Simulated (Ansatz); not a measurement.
**ClGeH$_{3}$S···HCl: density, localisation and related maps**

```yaml
atoms:
  - { symbol: Ge, position_ang: [-0.0350, 0.6262, -0.2116] }
  - { symbol: Cl, position_ang: [0.7079, -0.7592, 3.0834] }
  - { symbol: H, position_ang: [1.0701, -0.4483, -0.2720] }
  - { symbol: Cl, position_ang: [-0.2616, 1.4308, -2.2249] }
  - { symbol: H, position_ang: [-1.4190, 0.1578, 0.2786] }
  - { symbol: S, position_ang: [0.5685, 2.2871, 1.2020] }
  - { symbol: H, position_ang: [1.8650, 2.3028, 0.7802] }
  - { symbol: H, position_ang: [0.7736, 0.4952, 2.6723] }
```

The calculation used RKS PBE/def2-SVP (Ansatz 0.2.0).

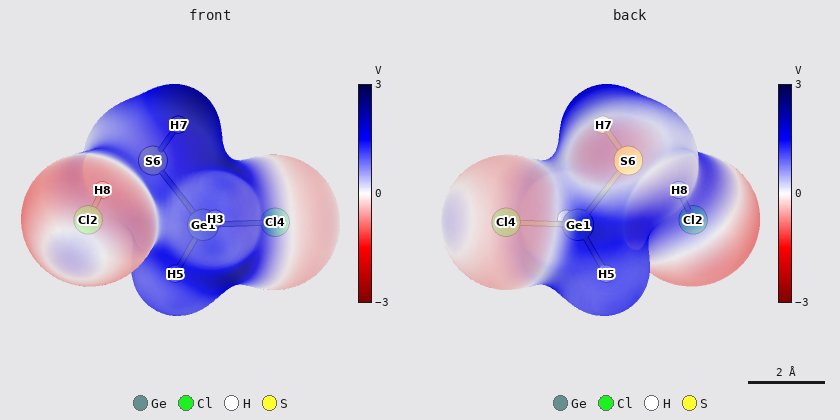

Figure 1. The electrostatic potential painted on the density surface at 0.004 e/bohr³, seen from the front and from behind; red is negative and blue positive.

Q: Which sites attract a positive test charge, and which a negative one?

A: A positive charge is drawn to the negative regions and a negative charge to the positive ones. The most negative region (about −0.7 V) lies over Cl2, the most positive (about +2.4 V) over Ge1 and H7. Cl2 shows a σ-hole: about +0.3 V at the tip opposite its bond, against about −0.5 V on its flanks. Cl4 shows a σ-hole: about +0.2 V at the tip opposite its bond, against about −0.3 V on its flanks.

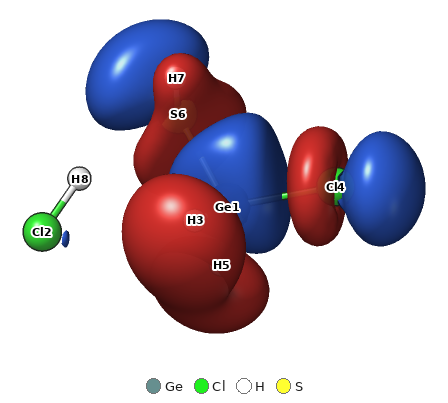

Figure 2. The LUMO at ±0.06 Å⁻³ᐟ² (red and blue are the two phases), seen across its widest extent.

Q: What is the character of this orbital?

A: By Hirshfeld shares it lies mainly on Ge1 (about 35 %), S6 (about 25 %), Cl4 (about 20 %) and H3 (about 10 %). Its energy is −1.67 eV.

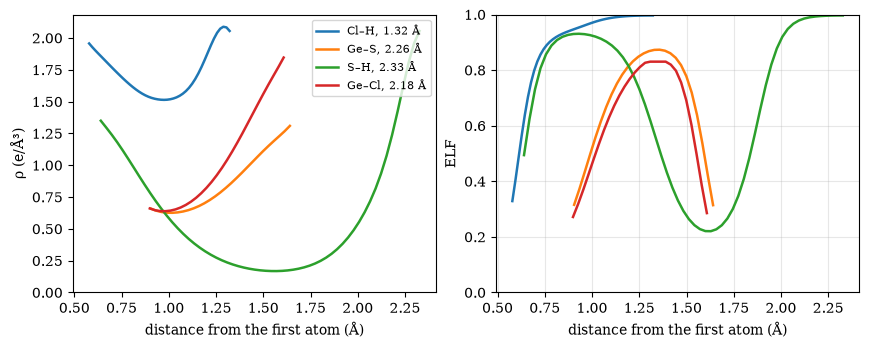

Figure 3. Electron density and electron localisation function along straight lines between neighbouring atoms. The curves leave out the atomic cores.

Q: Compare the contacts.

A: Cl–H (1.32 Å): ρ is about 1.8 e/Å³ halfway; the ELF climbs to about 1 towards the hydrogen, as it does in any bond to H; an ordinary covalent bond to hydrogen.
Ge–S (2.26 Å): ρ is about 0.66 e/Å³ halfway; the ELF peaks at about 0.85 in the valence shell of S, 0.9 Å from its nucleus, and is about 0.75 at the midpoint.
S6···H8 (2.33 Å): the density falls to about 0.17 e/Å³ on the way; the ELF dips to about 0.20 between them.
Ge–Cl (2.18 Å): the density is about 0.69 e/Å³ at the midpoint; the ELF peaks at about 0.85 in the valence shell of Cl, 0.9 Å from its nucleus, and is about 0.65 at the midpoint.

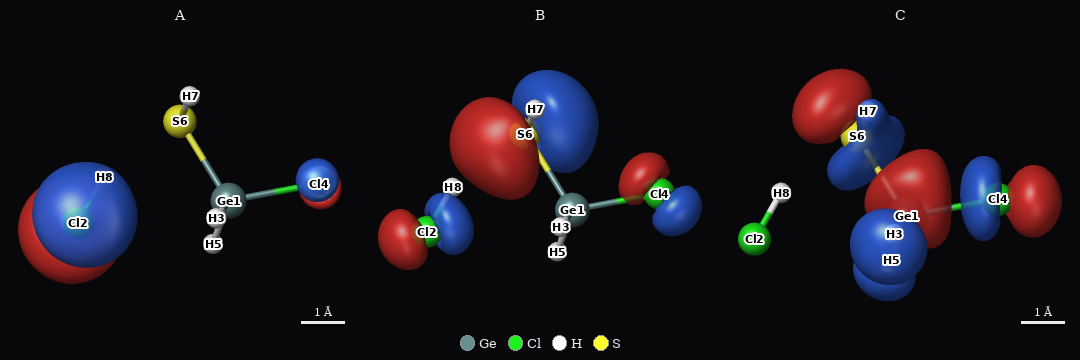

Figure 4. Three frontier orbitals at ±0.1 Å⁻³ᐟ² (blue and red are the two phases), in no order.

Q: Order the three orbitals by energy and name them.

A: A is the HOMO−1 (−7.26 eV). Its weight (Hirshfeld) is mainly on Cl2 (about 90 %); largely a lone pair of Cl2. B is the HOMO (−6.88 eV). Its weight (Hirshfeld) is mainly on S6 (about 70 %), Cl2 (about 10 %) and Cl4 (about 10 %); largely a lone pair of S6. C is the LUMO (−1.67 eV). By Hirshfeld shares it lies mainly on Ge1 (about 35 %), S6 (about 25 %), Cl4 (about 20 %) and H3 (about 10 %).

Q: What is the HOMO–LUMO gap?

A: 5.21 eV between the orbital energies.
